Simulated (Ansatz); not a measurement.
# Aluminium, bcc under LDA: structure, energy and stiffness, part 1 of 2

The plan for aluminium in the bcc structure: relax it, solve it on a dense k-mesh, switch on spin-orbit coupling, then scale the cell to 7 volumes from 88 to 112 % of the relaxed one and try a fit of the equation of state. The k-meshes are 14×14×14 for the relaxation; 23×23×23 for the dense run; 14×14×14 for spin-orbit coupling; 16×16×16 for the volumes.

This is Al in the bcc structure; at room conditions it is fcc.

Computed with Ansatz 0.2.0 (DFT LDA (PW92), plane waves (420 eV) with PAW, scalar-relativistic; the PAW data stem from PBE, with regenerated cores, unless a step says otherwise).

**1. The structure to begin with**

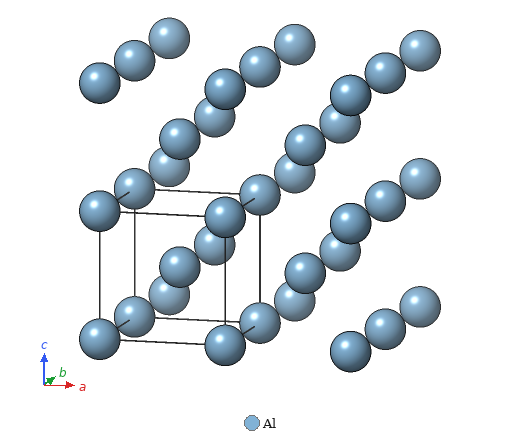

The structure, seen slightly off an axis (aluminium light blue). 2×2×2 conventional cells are drawn; the run uses a primitive one. Any atoms on the faces are drawn again on the opposite ones.

As a file:

```cif
data_structure
_symmetry_space_group_name_H-M 'Im-3m'
_symmetry_Int_Tables_number 229
_cell_length_a 3.2142
_cell_length_b 3.2142
_cell_length_c 3.2142
_cell_angle_alpha 90.000
_cell_angle_beta 90.000
_cell_angle_gamma 90.000
_cell_volume 33.20
loop_
_atom_site_label
_atom_site_type_symbol
_atom_site_symmetry_multiplicity
_atom_site_Wyckoff_symbol
_atom_site_fract_x
_atom_site_fract_y
_atom_site_fract_z
_atom_site_occupancy
Al1 Al 2 a 0.00000 0.00000 0.00000 1
```

**2. Relaxation of the cell**

input.yaml

```yaml
crystal:
  lattice:
    - [-1.607076888, 1.607076888, 1.607076888]
    - [1.607076888, -1.607076888, 1.607076888]
    - [1.607076888, 1.607076888, -1.607076888]
  atoms:
    - { symbol: Al, position: [0.0, 0.0, 0.0] }
hamiltonian:
  xc: lda
  pseudopotentials:
    kind: paw
    azcp:
      Al: "pseudopotentials/Al.paw.azcp"
basis:
  ecutwfc: 420
  fft_grid_basis: typed
kpoints:
  mp_grid: { grid: [14, 14, 14], shift: [0, 0, 0] }
magnetization:
  spin_polarized: false
scf:
  occupations: { method: fermi_dirac, width: 0.1 }
relax:
  max_steps: 60
  f_tol: 0.01
  cell: {}
```

What it wrote, cut to the lines that bear on the results:

```text
Warning: <dir> the record states the generating functional pbe (its physics header spells it `PBE`), which answers neither for hamiltonian.xc's functional nor for the lda family's — results may be inconsistent (PPs are generated against a specific XC)
Warning: RAYON_NUM_THREADS=2 ignored (pool sized by the plan → 2); use --threads N
[...]
Pseudopotentials: kind: paw
Pseudopotential: Al, paw, valence charge 3, recommended cutoff 420 eV (normal), <dir>
Functional definition: SPW92
[...]
Crystal: 1 atoms, lattice volume = 16.602 Å³
Basis set: ecut = 420 eV, 321 PW (Γ)
Bands: 6, of which v1, the nominal top of the filled ones, is band 2 counted from 1 (1 counted from 0)
Symmetry: 48 space group operations
Space group: Im-3m (ITA 229), of the structure as read, at distance tolerance 2.6e-5 Å
k-points: 104 of 2744
[...]
SCF iter   1: F=—  HF=-512.787562 eV  |F-HF|=—  |Δ(HF+E_count)|=         —  Δρ=2.99e-3  dr2=1.45e-3  ethr=1.77e-3  ⟨swp⟩=4.8  Hψ=5649  notcnv=0
[...]
relax step   1: F+E_penalty+E_count = -512.78697114 eV  Δ(F+E_penalty+E_count) = +0.000e0 eV  max|allowed force component| = 0.000e0 eV/Å  Δτ_max = 0.0000 Å  P = -1.550 GPa  Ω = 16.602 Å³  (6 SCF iters, dr2 threshold 1.00e-7 eV, accepted)
[...]
relax step   2: F+E_penalty+E_count = -512.78887030 eV  Δ(F+E_penalty+E_count) = -1.899e-3 eV  max|allowed force component| = 0.000e0 eV/Å  Δτ_max = 0.0000 Å  P = +0.030 GPa  Ω = 16.237 Å³  energy of the carried Pulay correction = +1.313e-4 eV  (3 SCF iters, dr2 threshold 1.00e-7 eV, accepted)
[...]
relax step   3: F+E_penalty+E_count = -512.78874961 eV  Δ(F+E_penalty+E_count) = +1.207e-4 eV  max|allowed force component| = 0.000e0 eV/Å  Δτ_max = 0.0000 Å  P = +0.014 GPa  Ω = 16.237 Å³  stress off target by 1.40e-2 GPa  SCF on the basis re-selected at this cell (its energy is not [...]
SCF converged after 3 iterations
Free energy (F): -512.788750 eV
[...]
E sigma→0 (E₀):  -512.782414 eV
Entropy (-TS):   -0.012672 eV (-12.672 meV/atom)
Fermi energy:    7.907818 eV
[...]
--- Forces (eV/Å), atoms counted from 1 ---
  atom   1  Al    -0.00000000    -0.00000000     0.00000000
[...]
--- Stress (GPa, compression-positive) ---
        0.013995      -0.000000      -0.000000
       -0.000000       0.013995       0.000000
        0.000000       0.000000       0.013995
  P = ⅓ Tr σ = 0.0140 GPa (0.140 kbar)
--- Relaxed structure (2 steps of the walk, 2 accepted, 1 SCFs on fresh bases) ---
  F+E_penalty+E_count = -512.78874961 eV   max|allowed force component| = 0.000e0 eV/Å   (the final SCF, on the basis selected at the relaxed cell)
  cell:  # Å, volume = 16.2370 Å³
    - [-1.5951996258999455, 1.5951996258999455, 1.5951996258999455]
    - [1.5951996258999455, -1.5951996258999455, 1.5951996258999455]
    - [1.5951996258999455, 1.5951996258999455, -1.5951996258999455]
  atoms:
    - { symbol: Al, position: [0.0, 0.0, 0.0] }
```

Run time: 0.9 s. Hardware: 2 threads of Arm Neoverse V2, shared host; peak memory 0.26 GiB.

Step by step:

```
step  energy change (meV/atom)  largest force (eV/Å)  pressure (GPa)  volume (Å³/atom)
   1                      0.00                0.0000           -1.55            16.602
   2                     -1.90                0.0000            0.03            16.237
   3                     -1.78                0.0000            0.01            16.237
```

Steps that repeat a cell are solved on a basis chosen anew, so their changes of energy are no gain of the relaxation.

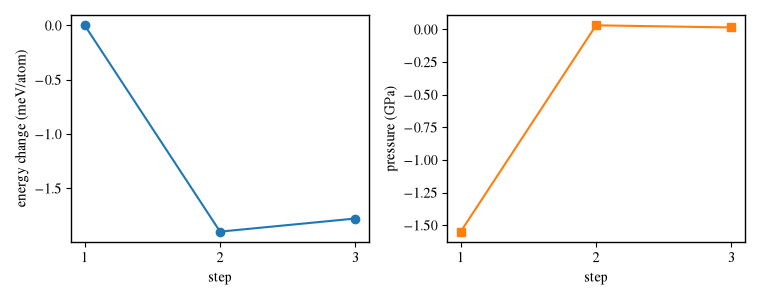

Energy and pressure over the accepted steps.

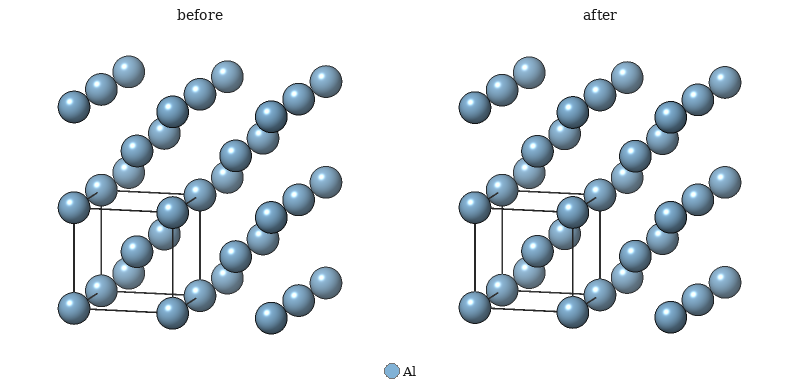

Start and end of the relaxation side by side. The cells drawn are those of the first picture.

Changes in the cell that was computed:

|  | before | after | change |
| --- | --- | --- | --- |
| a (Å) | 2.784 | 2.763 | -0.7 % |
| b (Å) | 2.784 | 2.763 | -0.7 % |
| c (Å) | 2.784 | 2.763 | -0.7 % |
| volume (Å³/atom) | 16.602 | 16.237 | -2.2 % |
| shortest distance (Å) | 2.784 | 2.763 | -0.7 % |
| space group (spins left aside) | Im-3m | Im-3m | same |

**3. Dense single point**

input.yaml

```yaml
crystal:
  lattice:
    - [-1.5951996259, 1.5951996259, 1.5951996259]
    - [1.5951996259, -1.5951996259, 1.5951996259]
    - [1.5951996259, 1.5951996259, -1.5951996259]
  atoms:
    - { symbol: Al, position: [0.0, 0.0, 0.0] }
hamiltonian:
  xc: lda
  pseudopotentials:
    kind: paw
    azcp:
      Al: "pseudopotentials/Al.paw.azcp"
basis:
  ecutwfc: 420
  fft_grid_basis: typed
kpoints:
  mp_grid: { grid: [23, 23, 23], shift: [0, 0, 0] }
magnetization:
  spin_polarized: false
scf:
  occupations: { method: fermi_dirac, width: 0.1 }
```

What it wrote, cut to the lines that bear on the results:

```text
Warning: <dir> the record states the generating functional pbe (its physics header spells it `PBE`), which answers neither for hamiltonian.xc's functional nor for the lda family's — results may be inconsistent (PPs are generated against a specific XC)
Warning: RAYON_NUM_THREADS=2 ignored (pool sized by the plan → 2); use --threads N
[...]
[... 3 set-up lines as earlier in the session ...]
[...]
Crystal: 1 atoms, lattice volume = 16.237 Å³
Basis set: ecut = 420 eV, 321 PW (Γ)
Bands: 6, of which v1, the nominal top of the filled ones, is band 2 counted from 1 (1 counted from 0)
[... 1 set-up line as earlier in the session ...]
Space group: Im-3m (ITA 229), of the structure as read, at distance tolerance 2.5e-5 Å
k-points: 364 of 12167
[...]
SCF iter   1: F=—  HF=-512.786001 eV  |F-HF|=—  |Δ(HF+E_count)|=         —  Δρ=2.96e-3  dr2=1.37e-3  ethr=1.77e-3  ⟨swp⟩=4.8  Hψ=19812  notcnv=0
[...]
SCF iter   6: F=-512.785441 eV  HF=-512.785441 eV  |F-HF|=1.14e-13  |Δ(HF+E_count)|=  1.14e-13  Δρ=5.08e-9  dr2=1.12e-15  ethr=1.00e-12  ⟨swp⟩=1.0  Hψ=5300  notcnv=0
[...]
SCF converged after 6 iterations
Free energy (F): -512.785441 eV
[...]
E sigma→0 (E₀):  -512.778708 eV
Entropy (-TS):   -0.013464 eV (-13.464 meV/atom)
Fermi energy:    7.902471 eV
[...]
```

Wall time 0.84 s (2 threads of Arm Neoverse V2, shared host); peak memory 0.28 GiB.

**4. With spin-orbit coupling**

input.yaml: that of step 3 with these lines changed.

```diff
@@ -10,3 +10,3 @@
   pseudopotentials:
-    kind: paw
+    kind: paw_fr
     azcp:
@@ -17,5 +17,6 @@
 kpoints:
-  mp_grid: { grid: [23, 23, 23], shift: [0, 0, 0] }
+  mp_grid: { grid: [14, 14, 14], shift: [0, 0, 0] }
 magnetization:
-  spin_polarized: false
+  noncollinear: true
+  spin_orbit: true
 scf:
```

What it wrote, cut to the lines that bear on the results:

```text
Warning: <dir> the record states the generating functional pbe (its physics header spells it `PBE`), which answers neither for hamiltonian.xc's functional nor for the lda family's — results may be inconsistent (PPs are generated against a specific XC)
Warning: RAYON_NUM_THREADS=2 ignored (pool sized by the plan → 2); use --threads N
[...]
Pseudopotentials: kind: paw_fr
Pseudopotential: Al, paw_fr, valence charge 3, recommended cutoff 420 eV (normal), <dir>
[... 1 set-up line as earlier in the session ...]
[...]
non-collinear run that drives no moment, with spin-orbit: no starting moment large enough to seed its density (crystal.atoms[].spin), no starting occupations that ask for one, no magnetisation constraint and no magnetic field, so the semilocal B_xc is pinned to zero
Crystal: 1 atoms, lattice volume = 16.237 Å³
Basis set: ecut = 420 eV, 321 PW (Γ)
Bands: 12, of which v1, the nominal top of the filled ones, is band 3 counted from 1 (2 counted from 0)
Symmetry: 48 space group operations + 48 with time reversal
Magnetic group: BNS 229.141 (UNI 1643), of the structure as read, at distance tolerance 2.5e-5 Å
k-points: 104 of 2744
Projection manifold: j_resolved (fully-relativistic pseudo-atomic orbitals)
[...]
SCF iter   1: F=—  HF=-512.838441 eV  |F-HF|=—  |Δ(HF+E_count)|=         —  Δρ=1.91e-2  dr2=6.67e-2  dr2_m=0.00e0 (ungated)  ethr=3.10e-3  |M|=0.00e0 ∫|m|=0.00e0 μB  |m|>n=0.0e0 m-floor=0.0e0 τ_xc=0.0e0  β_m=0.30  ⟨swp⟩=5.7  Hψ=6005  notcnv=0  defer=26
[...]
SCF iter   5: F=-512.789879 eV  HF=-512.789879 eV  |F-HF|=6.19e-10  |Δ(HF+E_count)|=   2.54e-7  Δρ=2.50e-6  dr2=9.50e-10  dr2_m=0.00e0 (ungated)  ethr=3.33e-9  |M|=0.00e0 ∫|m|=0.00e0 μB  |m|>n=0.0e0 m-floor=0.0e0 τ_xc=0.0e0  ⟨swp⟩=2.0  Hψ=983  notcnv=0
[...]
SCF converged after 5 iterations
Magnetization: |M| = 0.0000 μB,  M = (+0.0000, +0.0000, +0.0000) μB
Absolute magnetization: 0.0000 μB (∫|m|)
  site 0: m = (+0.0000, +0.0000, +0.0000) μB, |m| = 0.0000 μB  (R = 1.14 Å)
Free energy (F): -512.789879 eV
[...]
E sigma→0 (E₀):  -512.783543 eV
Entropy (-TS):   -0.012673 eV (-12.673 meV/atom)
Fermi energy:    7.907808 eV
[...]
```

Wall time 0.82 s (2 threads of Arm Neoverse V2, shared host); peak memory 0.26 GiB.

With and without spin-orbit coupling:

```csv
,scalar-relativistic,with spin-orbit coupling
k-mesh,23×23×23,14×14×14
gap on the mesh,none (levels filled in part),none (levels filled in part)
```

The meshes differ, so small differences between the columns need not come from spin-orbit coupling.

**5. Volume × 0.88**

input.yaml

```yaml
crystal:
  lattice:
    - [-1.5286542327, 1.5286542327, 1.5286542327]
    - [1.5286542327, -1.5286542327, 1.5286542327]
    - [1.5286542327, 1.5286542327, -1.5286542327]
  atoms:
    - { symbol: Al, position: [0.0, 0.0, 0.0] }
hamiltonian:
  xc: lda
  pseudopotentials:
    kind: paw
    azcp:
      Al: "pseudopotentials/Al.paw.azcp"
basis:
  ecutwfc: 420
  fft_grid_basis: typed
kpoints:
  mp_grid: { grid: [16, 16, 16], shift: [0, 0, 0] }
magnetization:
  spin_polarized: false
scf:
  occupations: { method: fermi_dirac, width: 0.1 }
  lower_state_search: "off"
output:
  stress: true
```

What it wrote, cut to the lines that bear on the results:

```text
Warning: <dir> the record states the generating functional pbe (its physics header spells it `PBE`), which answers neither for hamiltonian.xc's functional nor for the lda family's — results may be inconsistent (PPs are generated against a specific XC)
Warning: RAYON_NUM_THREADS=2 ignored (pool sized by the plan → 2); use --threads N
[...]
[... 3 set-up lines as earlier in the session ...]
[...]
Crystal: 1 atoms, lattice volume = 14.289 Å³
Basis set: ecut = 420 eV, 321 PW (Γ)
Bands: 6, of which v1, the nominal top of the filled ones, is band 2 counted from 1 (1 counted from 0)
[... 1 set-up line as earlier in the session ...]
Space group: Im-3m (ITA 229), of the structure as read, at distance tolerance 2.4e-5 Å
k-points: 145 of 4096
[...]
SCF iter   1: F=—  HF=-512.717110 eV  |F-HF|=—  |Δ(HF+E_count)|=         —  Δρ=3.35e-3  dr2=1.42e-3  ethr=1.77e-3  ⟨swp⟩=4.8  Hψ=7762  notcnv=0
[...]
SCF iter   6: F=-512.716511 eV  HF=-512.716511 eV  |F-HF|=0.00e0  |Δ(HF+E_count)|=  3.41e-13  Δρ=8.06e-9  dr2=7.84e-15  ethr=1.00e-12  ⟨swp⟩=1.0  Hψ=2111  notcnv=0
[...]
SCF converged after 6 iterations
Free energy (F): -512.716511 eV
[...]
E sigma→0 (E₀):  -512.708957 eV
Entropy (-TS):   -0.015109 eV (-15.109 meV/atom)
Fermi energy:    9.320486 eV
[...]
--- Stress (GPa, compression-positive) ---
       12.181648       0.000000      -0.000000
       -0.000000      12.181648      -0.000000
        0.000000       0.000000      12.181648
  P = ⅓ Tr σ = 12.1816 GPa (121.816 kbar)
```

Run time: 0.45 s. Hardware: 2 threads of Arm Neoverse V2, shared host; peak memory 0.24 GiB.

**6. Volume × 0.92**

input.yaml: that of step 5 with these lines changed.

```diff
@@ -2,5 +2,5 @@
   lattice:
-    - [-1.5286542327, 1.5286542327, 1.5286542327]
-    - [1.5286542327, -1.5286542327, 1.5286542327]
-    - [1.5286542327, 1.5286542327, -1.5286542327]
+    - [-1.5514733317, 1.5514733317, 1.5514733317]
+    - [1.5514733317, -1.5514733317, 1.5514733317]
+    - [1.5514733317, 1.5514733317, -1.5514733317]
   atoms:
@@ -25 +25,5 @@
   stress: true
+  write_density: true
+  write_potential: true
+  elf: true
+  volumetric_format: npy
```

What it wrote, cut to the lines that bear on the results:

```text
Warning: <dir> the record states the generating functional pbe (its physics header spells it `PBE`), which answers neither for hamiltonian.xc's functional nor for the lda family's — results may be inconsistent (PPs are generated against a specific XC)
Warning: RAYON_NUM_THREADS=2 ignored (pool sized by the plan → 2); use --threads N
[...]
[... 3 set-up lines as earlier in the session ...]
[...]
Crystal: 1 atoms, lattice volume = 14.938 Å³
Basis set: ecut = 420 eV, 321 PW (Γ)
Bands: 6, of which v1, the nominal top of the filled ones, is band 2 counted from 1 (1 counted from 0)
[... 2 set-up lines as earlier in the session ...]
k-points: 145 of 4096
[...]
SCF iter   1: F=—  HF=-512.755914 eV  |F-HF|=—  |Δ(HF+E_count)|=         —  Δρ=3.18e-3  dr2=1.37e-3  ethr=1.77e-3  ⟨swp⟩=4.8  Hψ=7820  notcnv=0
[...]
SCF iter   6: F=-512.755342 eV  HF=-512.755342 eV  |F-HF|=0.00e0  |Δ(HF+E_count)|=  3.41e-13  Δρ=9.73e-9  dr2=7.33e-15  ethr=1.00e-12  ⟨swp⟩=3.5  Hψ=3012  notcnv=0
[...]
SCF converged after 6 iterations
Free energy (F): -512.755342 eV
[...]
E sigma→0 (E₀):  -512.747437 eV
Entropy (-TS):   -0.015811 eV (-15.811 meV/atom)
Fermi energy:    8.809273 eV
[...]
--- Stress (GPa, compression-positive) ---
        7.165408      -0.000000      -0.000000
        0.000000       7.165408       0.000000
       -0.000000       0.000000       7.165408
  P = ⅓ Tr σ = 7.1654 GPa (71.654 kbar)
--- Band table (eV; the first three rows and the last of 145) ---
  k-point 0: bands = ["-2.9892", "22.4576", "22.4576", "22.4576", "24.7453", "24.7453"]
[...]
```

Wall time 0.6 s (2 threads of Arm Neoverse V2, shared host); peak memory 0.25 GiB.

Axes a, b and c in the maps are those of this run's conventional cell (a, b, c = 3.103, 3.103, 3.103 Å).

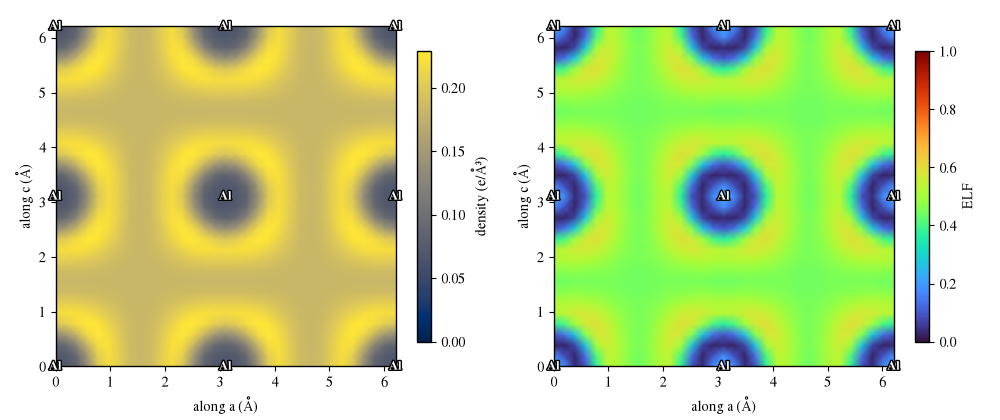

Density (left) and ELF (right) in a lattice plane of the grid's cell (edges 3.10 and 3.10 Å, at 0.000 of the third edge), which holds Al. Only atoms in the plane are labelled. Both are smooth fields of the valence electrons: close to the nuclei they are not physical.

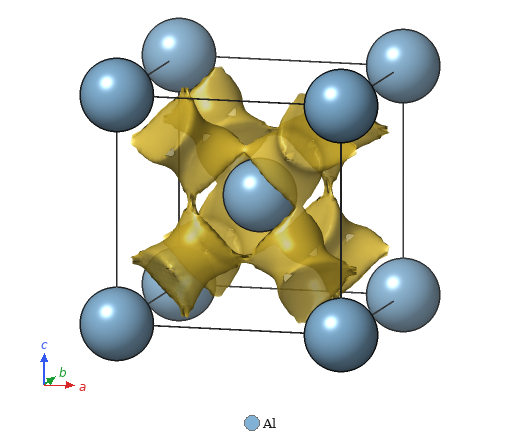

Surface of ELF = 0.59, drawn in one cell.

Outside the cores ELF peaks at 0.65 on the Al–Al line, 1.3 Å from Al.

**7. Volume × 0.96**

input.yaml: that of step 6 with these lines changed.

```diff
@@ -2,5 +2,5 @@
   lattice:
-    - [-1.5514733317, 1.5514733317, 1.5514733317]
-    - [1.5514733317, -1.5514733317, 1.5514733317]
-    - [1.5514733317, 1.5514733317, -1.5514733317]
+    - [-1.5736402313, 1.5736402313, 1.5736402313]
+    - [1.5736402313, -1.5736402313, 1.5736402313]
+    - [1.5736402313, 1.5736402313, -1.5736402313]
   atoms:
@@ -25,5 +25 @@
   stress: true
-  write_density: true
-  write_potential: true
-  elf: true
-  volumetric_format: npy
```

What it wrote, cut to the lines that bear on the results:

```text
Warning: <dir> the record states the generating functional pbe (its physics header spells it `PBE`), which answers neither for hamiltonian.xc's functional nor for the lda family's — results may be inconsistent (PPs are generated against a specific XC)
Warning: RAYON_NUM_THREADS=2 ignored (pool sized by the plan → 2); use --threads N
[...]
[... 3 set-up lines as earlier in the session ...]
[...]
Crystal: 1 atoms, lattice volume = 15.587 Å³
Basis set: ecut = 420 eV, 321 PW (Γ)
Bands: 6, of which v1, the nominal top of the filled ones, is band 2 counted from 1 (1 counted from 0)
[... 2 set-up lines as earlier in the session ...]
k-points: 145 of 4096
[...]
SCF iter   1: F=—  HF=-512.776496 eV  |F-HF|=—  |Δ(HF+E_count)|=         —  Δρ=3.05e-3  dr2=1.36e-3  ethr=1.77e-3  ⟨swp⟩=4.8  Hψ=7841  notcnv=0
[...]
SCF iter   6: F=-512.775933 eV  HF=-512.775933 eV  |F-HF|=2.27e-13  |Δ(HF+E_count)|=  2.27e-13  Δρ=5.31e-9  dr2=1.17e-15  ethr=1.00e-12  ⟨swp⟩=1.0  Hψ=2115  notcnv=0
[...]
SCF converged after 6 iterations
Free energy (F): -512.775933 eV
[...]
E sigma→0 (E₀):  -512.767861 eV
Entropy (-TS):   -0.016144 eV (-16.144 meV/atom)
Fermi energy:    8.333990 eV
[...]
--- Stress (GPa, compression-positive) ---
        3.135074       0.000000      -0.000000
        0.000000       3.135074       0.000000
        0.000000       0.000000       3.135074
  P = ⅓ Tr σ = 3.1351 GPa (31.351 kbar)
```

Wall time 0.45 s (2 threads of Arm Neoverse V2, shared host); peak memory 0.25 GiB.

**8. Volume × 1.0**

input.yaml: that of step 7 with these lines changed.

```diff
@@ -2,5 +2,5 @@
   lattice:
-    - [-1.5736402313, 1.5736402313, 1.5736402313]
-    - [1.5736402313, -1.5736402313, 1.5736402313]
-    - [1.5736402313, 1.5736402313, -1.5736402313]
+    - [-1.5951996259, 1.5951996259, 1.5951996259]
+    - [1.5951996259, -1.5951996259, 1.5951996259]
+    - [1.5951996259, 1.5951996259, -1.5951996259]
   atoms:
@@ -25 +25,5 @@
   stress: true
+  write_density: true
+  write_potential: true
+  elf: true
+  volumetric_format: npy
```

What it wrote, cut to the lines that bear on the results:

```text
Warning: <dir> the record states the generating functional pbe (its physics header spells it `PBE`), which answers neither for hamiltonian.xc's functional nor for the lda family's — results may be inconsistent (PPs are generated against a specific XC)
Warning: RAYON_NUM_THREADS=2 ignored (pool sized by the plan → 2); use --threads N
[...]
[... 3 set-up lines as earlier in the session ...]
[...]
Crystal: 1 atoms, lattice volume = 16.237 Å³
Basis set: ecut = 420 eV, 321 PW (Γ)
Bands: 6, of which v1, the nominal top of the filled ones, is band 2 counted from 1 (1 counted from 0)
[... 2 set-up lines as earlier in the session ...]
k-points: 145 of 4096
[...]
SCF iter   1: F=—  HF=-512.782371 eV  |F-HF|=—  |Δ(HF+E_count)|=         —  Δρ=2.94e-3  dr2=1.34e-3  ethr=1.77e-3  ⟨swp⟩=4.8  Hψ=7887  notcnv=0
[...]
SCF iter   6: F=-512.781819 eV  HF=-512.781819 eV  |F-HF|=2.27e-13  |Δ(HF+E_count)|=  2.27e-13  Δρ=6.67e-9  dr2=2.13e-15  ethr=1.00e-12  ⟨swp⟩=3.3  Hψ=2969  notcnv=0
[...]
SCF converged after 6 iterations
Free energy (F): -512.781819 eV
[...]
E sigma→0 (E₀):  -512.773683 eV
Entropy (-TS):   -0.016271 eV (-16.271 meV/atom)
Fermi energy:    7.892129 eV
[...]
--- Stress (GPa, compression-positive) ---
       -0.116065      -0.000000       0.000000
       -0.000000      -0.116065      -0.000000
       -0.000000      -0.000000      -0.116065
  P = ⅓ Tr σ = -0.1161 GPa (-1.161 kbar)
--- Band table (eV; the first three rows and the last of 145) ---
  k-point 0: bands = ["-3.2997", "21.0568", "21.0568", "21.0568", "22.5658", "22.5658"]
[...]
```

Wall time 0.62 s (2 threads of Arm Neoverse V2, shared host); peak memory 0.26 GiB.

(Continued in part 2 of 2.)
